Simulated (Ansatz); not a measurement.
# Run report: Si3N2H9O, geometry relaxation (part 1 of 2)

- system: Si3N2H9O, multiplicity 2
- method: UKS PBE0-D4/def2-TZVP (Ansatz 0.2.0)

Figures and captions count atoms from 1; the log counts them from 0 in places.

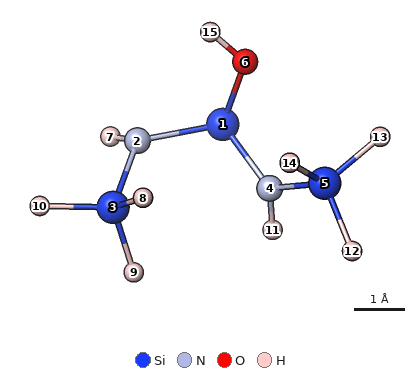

**Figure 1.** The starting structure (ball-and-stick view, seen at a tilt; atoms are numbered from 1 in the order of the input).

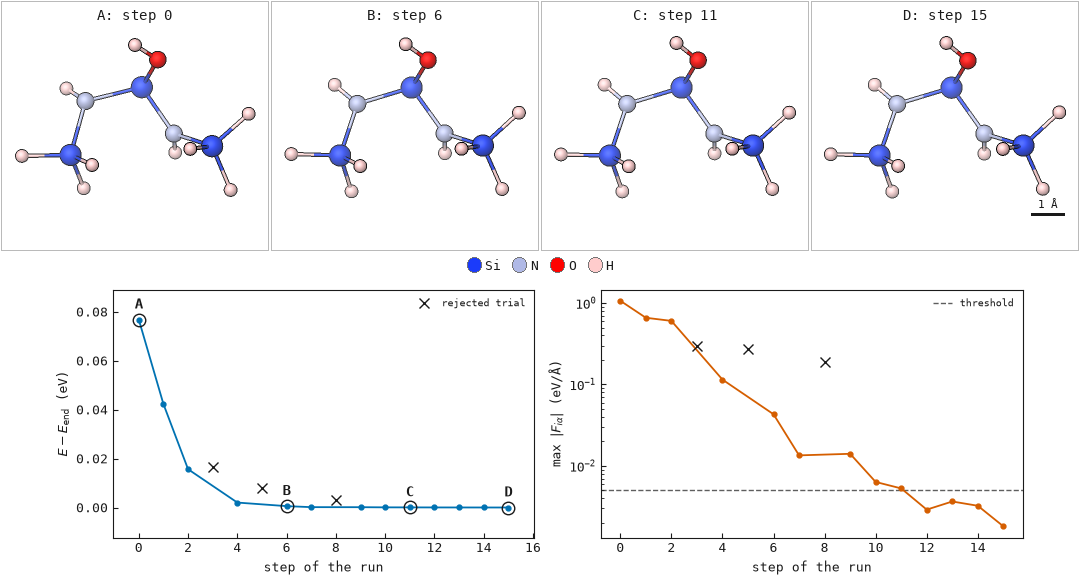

**Figure 2.** Frames of the relaxation (ball-and-stick view, seen at a tilt) above the curves, on which the letters mark them (the first geometry is step 0 here and step 1 in the log).

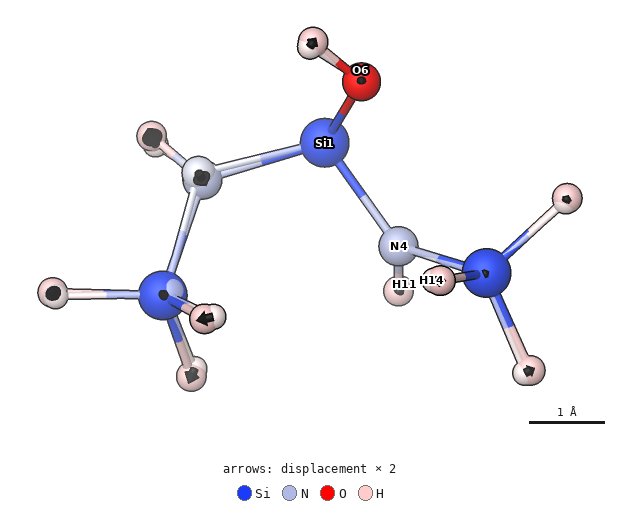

**Figure 3.** Start (faint) and end (solid) with the displacements as black arrows, magnified 2 times (ball-and-stick view, seen at a tilt). The two geometries are laid on each other by the best rigid fit. The energy falls by 0.077 eV in 15 geometry steps. The largest force component goes from 1.1 to 0.0018 eV/Å. The line search rejected the trial steps at points 3, 5, 8 (counted from 0) and went back. The atom that moves furthest after the best rigid fit is H7 (0.21 Å). Largest moves by element: H 0.21 Å, N 0.15 Å, Si 0.06 Å, O 0.04 Å. Distances before and after: Si1–N2 1.772 → 1.724 Å, N2–Si3 1.761 → 1.736 Å, Si1–O6 1.636 → 1.653 Å, O6–H15 0.967 → 0.958 Å. Among the angles that change: Si1–N2–H7 113.2° → 118.0°, Si1–N2–Si3 119.6° → 124.3°, N2–Si1–O6 109.5° → 114.1°. (Atoms are counted from 1 in the order of the input.)

The input that produced these results follows, with the program's output.

Input file
```yaml
crystal:
  periodic: [false, false, false]
  atoms:
    - {symbol: Si, position_ang: [-1.138695, -0.752468, -0.026699]}
    - {symbol: N, position_ang: [-0.131109, -0.728304, -1.483934]}
    - {symbol: Si, position_ang: [0.872145, 0.678204, -1.823833]}
    - {symbol: N, position_ang: [-1.179205, 0.798215, 0.700420]}
    - {symbol: Si, position_ang: [-0.532130, 1.197404, 2.270150]}
    - {symbol: O, position_ang: [-0.425912, -1.682979, 1.114886]}
    - {symbol: H, position_ang: [-0.605748, -1.091359, -2.303198]}
    - {symbol: H, position_ang: [1.768425, 0.888281, -0.665617]}
    - {symbol: H, position_ang: [0.067988, 1.904090, -2.068368]}
    - {symbol: H, position_ang: [1.658724, 0.376381, -3.046596]}
    - {symbol: H, position_ang: [-1.770828, 1.498444, 0.277930]}
    - {symbol: H, position_ang: [-0.761935, 2.655646, 2.450060]}
    - {symbol: H, position_ang: [-1.204522, 0.466374, 3.372807]}
    - {symbol: H, position_ang: [0.922857, 0.915264, 2.319239]}
    - {symbol: H, position_ang: [0.211098, -2.338317, 0.798836]}
basis:
  gaussian: {orbitals: def2-TZVP}
magnetization: {spin_polarized: true, initial_magnetization: 1}
hamiltonian: {xc: pbe0, dispersion: d4}
relax: {f_tol: 0.005, max_steps: 200}
```

Launched with:
```bash
ansatz run in.yaml --threads 4 --pin off --events-out ev --progress --plain --max-ram 66560MiB --backend cuda --devices 0, --max-vram 37GiB
```

The program's output
```
Functional definition: PBE0
  name "PBE0"
  cite "Adamo & Barone, J. Chem. Phys. 110, 6158 (1999) doi:10.1063/1.478522"
  cite "Perdew, Burke & Ernzerhof, Phys. Rev. Lett. 77, 3865 (1996) doi:10.1103/PhysRevLett.77.3865"
  parent pbe
  parameter a = 0.25
  parameter kappa = 0.804
  parameter beta = 0.06672455060314922
  exchange = (1 - a)*pbe_x(kappa = kappa, mu = beta*pi^2/3) + a*exact_x
  correlation = pbe_c(beta = beta)
1661 factors; their error is unknown
mean field evaluation 1: about -28781.3378 eV, gradient 6.5e1 eV
mean field evaluation 2: about -28756.5283 eV, gradient 9.6e1 eV
mean field evaluation 4: about -28796.2899 eV, gradient 2.2e0 eV
mean field evaluation 8: about -28796.3129 eV, gradient 6.6e-2 eV
mean field evaluation 16: about -28796.4214 eV, gradient 2.7e-4 eV
mean field -28796.42144094 eV, -1058.2489690391 hartree, gradient 3.3e-5 eV, S^2 0.752013; 0 other end points of the search recorded, 0 dependent functions left out
the calculation of the forces begins
reference -28796.42148272 eV, -1058.2489705744 hartree; 37, 36 occupied and 221, 222 virtual orbitals, 1661 factors
relax step   1: F+E_penalty+E_count = -28796.81383369 eV  Δ(F+E_penalty+E_count) = +0.000e0 eV  max|allowed force component| = 1.067e0 eV/Å  Δτ_max = 0.0000 Å  (32 SCF iters, accepted)
these checks for a lower state are left out or cut short: starts, cluster_reference, orbital_swaps, neighbouring_geometries, increment
1661 factors; their error is unknown
mean field -28796.45740238 eV, -1058.2502905974 hartree, gradient 1.3e-5 eV, S^2 0.751983; 0 other end points of the search recorded, 0 dependent functions left out
[... from here on the field's lines of each further geometry are left out, up to the last ...]
relax step   2: F+E_penalty+E_count = -28796.84836397 eV  Δ(F+E_penalty+E_count) = -3.453e-2 eV  max|allowed force component| = 6.597e-1 eV/Å  Δτ_max = 0.0476 Å  (33 SCF iters, accepted)
relax step   3: F+E_penalty+E_count = -28796.87499971 eV  Δ(F+E_penalty+E_count) = -2.664e-2 eV  max|allowed force component| = 6.039e-1 eV/Å  Δτ_max = 0.0837 Å  (34 SCF iters, accepted)
relax step   4: F+E_penalty+E_count = -28796.87394417 eV  Δ(F+E_penalty+E_count) = +1.056e-3 eV  max|allowed force component| = 2.951e-1 eV/Å  Δτ_max = 0.2000 Å  (38 SCF iters, rejected (line search))
relax step   5: F+E_penalty+E_count = -28796.88863123 eV  Δ(F+E_penalty+E_count) = -1.363e-2 eV  max|allowed force component| = 1.148e-1 eV/Å  Δτ_max = 0.0763 Å  (34 SCF iters, accepted)
relax step   6: F+E_penalty+E_count = -28796.88260191 eV  Δ(F+E_penalty+E_count) = +6.029e-3 eV  max|allowed force component| = 2.730e-1 eV/Å  Δτ_max = 0.0484 Å  (33 SCF iters, rejected (line search))
relax step   7: F+E_penalty+E_count = -28796.89009038 eV  Δ(F+E_penalty+E_count) = -1.459e-3 eV  max|allowed force component| = 4.307e-2 eV/Å  Δτ_max = 0.0242 Å  (33 SCF iters, accepted)
relax step   8: F+E_penalty+E_count = -28796.89050262 eV  Δ(F+E_penalty+E_count) = -4.122e-4 eV  max|allowed force component| = 1.347e-2 eV/Å  Δτ_max = 0.0500 Å  (33 SCF iters, accepted)
relax step   9: F+E_penalty+E_count = -28796.88766896 eV  Δ(F+E_penalty+E_count) = +2.834e-3 eV  max|allowed force component| = 1.908e-1 eV/Å  Δτ_max = 0.0300 Å  (34 SCF iters, rejected (line search))
relax step  10: F+E_penalty+E_count = -28796.89052263 eV  Δ(F+E_penalty+E_count) = -2.001e-5 eV  max|allowed force component| = 1.408e-2 eV/Å  Δτ_max = 0.0150 Å  (35 SCF iters, accepted)
relax step  11: F+E_penalty+E_count = -28796.89058746 eV  Δ(F+E_penalty+E_count) = -6.483e-5 eV  max|allowed force component| = 6.351e-3 eV/Å  Δτ_max = 0.0059 Å  (27 SCF iters, accepted)
relax step  12: F+E_penalty+E_count = -28796.89060267 eV  Δ(F+E_penalty+E_count) = -1.521e-5 eV  max|allowed force component| = 5.289e-3 eV/Å  Δτ_max = 0.0065 Å  (28 SCF iters, accepted)
relax step  13: F+E_penalty+E_count = -28796.89062208 eV  Δ(F+E_penalty+E_count) = -1.941e-5 eV  max|allowed force component| = 2.904e-3 eV/Å  Δτ_max = 0.0057 Å  (27 SCF iters, accepted)
relax step  14: F+E_penalty+E_count = -28796.89063306 eV  Δ(F+E_penalty+E_count) = -1.098e-5 eV  max|allowed force component| = 3.655e-3 eV/Å  Δτ_max = 0.0071 Å  (28 SCF iters, accepted)
relax step  15: F+E_penalty+E_count = -28796.89064126 eV  Δ(F+E_penalty+E_count) = -8.201e-6 eV  max|allowed force component| = 3.239e-3 eV/Å  Δτ_max = 0.0058 Å  (27 SCF iters, accepted)
the calculation of the forces begins
reference -28796.50123238 eV, -1058.2519013203 hartree; 37, 36 occupied and 221, 222 virtual orbitals, 1661 factors
relax step  16: F+E_penalty+E_count = -28796.89065151 eV  Δ(F+E_penalty+E_count) = -1.025e-5 eV  max|allowed force component| = 1.812e-3 eV/Å  Δτ_max = 0.0080 Å  (29 SCF iters, accepted)
1661 factors; their error is unknown
mean field evaluation 128: about -28796.3917 eV, gradient 2.2e-1 eV
mean field -28796.50119031 eV, -1058.2518997742 hartree, gradient 2.0e-5 eV, S^2 0.751950; 1 other end points of the search recorded, 0 dependent functions left out
the calculation of the forces begins
reference -28796.50123238 eV, -1058.2519013203 hartree; 37, 36 occupied and 221, 222 virtual orbitals, 1661 factors
Total energy: -28796.89069358 eV, -1058.2662137556 hartree
Atom 0 at    -1.128409    -0.740236    -0.035209 Å, force    -0.000463     0.000362    -0.001812 eV/Å
Atom 1 at    -0.230297    -0.610784    -1.500913 Å, force     0.000465     0.000328     0.000834 eV/Å
Atom 2 at     0.850631     0.695625    -1.873257 Å, force    -0.000538    -0.000970    -0.001092 eV/Å
Atom 3 at    -1.165329     0.799359     0.723019 Å, force     0.000332    -0.001275     0.001783 eV/Å
Atom 4 at    -0.557389     1.187348     2.304758 Å, force    -0.000868     0.000068    -0.000491 eV/Å
Atom 5 at    -0.393221    -1.657143     1.127503 Å, force     0.001546     0.000813     0.000583 eV/Å
Atom 6 at    -0.460828    -1.240226    -2.254524 Å, force    -0.000010     0.000255    -0.000534 eV/Å
Atom 7 at     1.829021     0.890547    -0.774330 Å, force    -0.000690     0.000236    -0.000319 eV/Å
Atom 8 at     0.145188     1.987172    -2.097728 Å, force    -0.000017     0.000877     0.000342 eV/Å
Atom 9 at     1.569232     0.337746    -3.125702 Å, force     0.000837    -0.000201     0.000604 eV/Å
Atom 10 at    -1.712086     1.518914     0.273709 Å, force     0.000396    -0.000431     0.000496 eV/Å
Atom 11 at    -0.812801     2.639056     2.506445 Å, force    -0.000077    -0.000386    -0.000168 eV/Å
Atom 12 at    -1.238388     0.430710     3.386413 Å, force     0.000388     0.000132    -0.000431 eV/Å
Atom 13 at     0.901685     0.931905     2.396148 Å, force     0.000389     0.000140    -0.000487 eV/Å
Atom 14 at     0.154145    -2.385117     0.829750 Å, force    -0.001692     0.000053     0.000691 eV/Å
Dipole moment:    -0.007001    -0.176695    -0.364614 e Å
```

Trajectory as extended XYZ (Å, eV, eV/Å), 16 frames, from step=1 to step=16
```
15
Properties=species:S:1:pos:R:3:forces:R:3 step=1 energy=-28796.81383
Si   -1.1387   -0.7525   -0.0267    0.3988   0.0896  -1.0666
N    -0.1311   -0.7283   -1.4839   -0.4404   0.4675   0.3703
Si    0.8721    0.6782   -1.8238   -0.3716  -0.5722   0.1198
N    -1.1792    0.7982    0.7004    0.0260   0.0576   0.2809
Si   -0.5321    1.1974    2.2702   -0.0701   0.0172  -0.1455
O    -0.4259   -1.6830    1.1149    0.4013  -0.4547   0.2474
H    -0.6057   -1.0914   -2.3032    0.1406  -0.0992   0.0700
H     1.7684    0.8883   -0.6656    0.0533   0.0655   0.0108
H     0.0680    1.9041   -2.0684    0.0577   0.1088  -0.0184
H     1.6587    0.3764   -3.0466    0.0461   0.0454  -0.0301
H    -1.7708    1.4984    0.2779    0.0214  -0.0204  -0.0177
H    -0.7619    2.6556    2.4501    0.0108   0.0048   0.0253
H    -1.2045    0.4664    3.3728    0.0068  -0.0059   0.0270
H     0.9229    0.9153    2.3192    0.0124  -0.0039   0.0205
H     0.2111   -2.3383    0.7988   -0.2932   0.2998   0.1062
15
Properties=species:S:1:pos:R:3:forces:R:3 step=2 energy=-28796.84836
Si   -1.1352   -0.7465   -0.0337    0.2140   0.0433  -0.6597
N    -0.1466   -0.7141   -1.4855   -0.3268   0.3672   0.1338
Si    0.8643    0.6719   -1.8434   -0.1500  -0.2581   0.0954
N    -1.1869    0.7963    0.7146    0.0457   0.0162   0.1519
Si   -0.5406    1.1939    2.2833   -0.0196  -0.0040  -0.0799
O    -0.4274   -1.6799    1.1158    0.1501  -0.1712   0.2177
H    -0.5845   -1.1337   -2.2992    0.1400  -0.0336   0.1415
H     1.7707    0.9033   -0.6942    0.0176   0.0059   0.0101
H     0.0978    1.9235   -2.0977   -0.0022   0.0106  -0.0080
H     1.6602    0.3743   -3.0632   -0.0053  -0.0250  -0.0128
H    -1.7671    1.5024    0.2865    0.0092  -0.0091  -0.0170
H    -0.7636    2.6525    2.4717   -0.0027  -0.0004   0.0024
H    -1.2090    0.4638    3.3900   -0.0080  -0.0048   0.0035
H     0.9142    0.9091    2.3386    0.0067  -0.0007   0.0045
H     0.2046   -2.3319    0.8026   -0.0688   0.0637   0.0165
15
Properties=species:S:1:pos:R:3:forces:R:3 step=3 energy=-28796.87500
Si   -1.1373   -0.7357   -0.0495   -0.0787  -0.0782   0.1828
N    -0.1833   -0.6562   -1.4818   -0.3108  -0.3046  -0.6039
Si    0.8549    0.6778   -1.8520    0.1419   0.1989  -0.0443
N    -1.1985    0.7918    0.7312    0.0027   0.0246  -0.0887
Si   -0.5436    1.1839    2.2915    0.0000  -0.0117   0.0451
O    -0.4238   -1.6700    1.1111   -0.1245   0.1091   0.0830
H    -0.5275   -1.1926   -2.2824    0.2405   0.2676   0.4674
H     1.7706    0.9154   -0.7075   -0.0077   0.0012  -0.0266
H     0.1202    1.9473   -2.1322    0.0248  -0.0509   0.0156
H     1.6427    0.3382   -3.0691   -0.0200  -0.0181   0.0270
H    -1.7595    1.5092    0.2958    0.0048  -0.0008   0.0054
H    -0.7637    2.6426    2.4851    0.0030   0.0010  -0.0048
H    -1.2147    0.4561    3.3993    0.0087  -0.0012  -0.0044
H     0.9115    0.8963    2.3485   -0.0061   0.0037  -0.0018
H     0.2032   -2.3192    0.7982    0.1215  -0.1407  -0.0520
15
Properties=species:S:1:pos:R:3:forces:R:3 step=4 energy=-28796.87394 accepted=F
Si   -1.1351   -0.7471   -0.0193    0.0074   0.1838  -0.2495
N    -0.2660   -0.5944   -1.5044    0.0370   0.0864   0.2951
Si    0.8160    0.7165   -1.8572   -0.0057  -0.0688   0.0397
N    -1.1514    0.8084    0.7077   -0.0339   0.0357   0.0486
Si   -0.5456    1.1748    2.2982    0.0104   0.0986  -0.0647
O    -0.3667   -1.6447    1.1367    0.1138  -0.2537  -0.1289
H    -0.3718   -1.2973   -2.2131   -0.0831  -0.1259  -0.1551
H     1.7762    0.9546   -0.7502   -0.0142  -0.0114   0.0073
H     0.1004    1.9860   -2.1310   -0.0523   0.0930   0.0109
H     1.5608    0.3389   -3.0808    0.0722  -0.0189  -0.1003
H    -1.6433    1.5553    0.2331    0.0400  -0.1575   0.0850
H    -0.7819    2.6301    2.4999    0.0054  -0.0050   0.0168
H    -1.2432    0.4257    3.3729   -0.0164  -0.0200  -0.0063
H     0.9095    0.8987    2.3957   -0.0072   0.0026   0.0081
H     0.0933   -2.4207    0.7979   -0.0734   0.1611   0.1935
```
